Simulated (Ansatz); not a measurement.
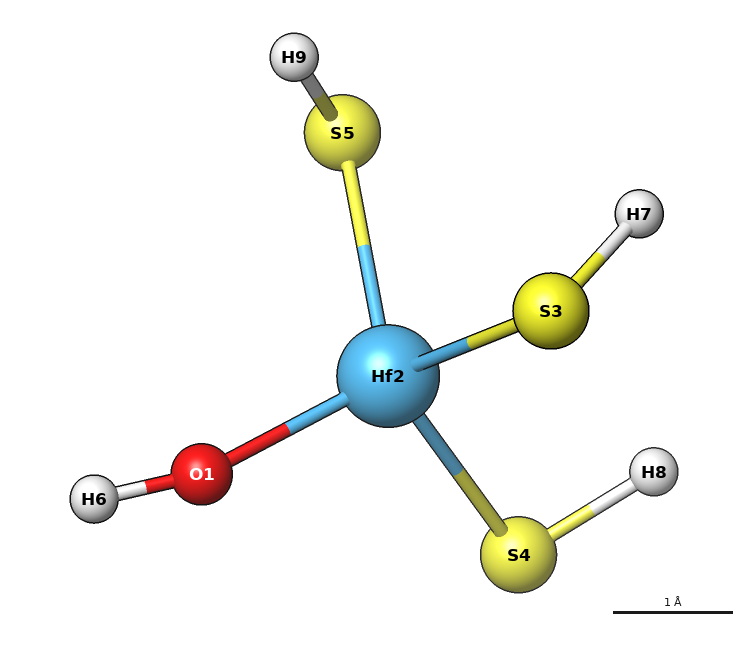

Charge 0, singlet. The computed structure is the end point of a PBE0-D4/def2-TZVP optimisation.

List the bonds and their lengths.

```
  bond  length (Å)
O1–Hf2       1.892
 O1–H6       0.953
Hf2–S3       2.444
Hf2–S4       2.437
Hf2–S5       2.445
 S3–H7       1.348
 S4–H8       1.348
 S5–H9       1.349
```
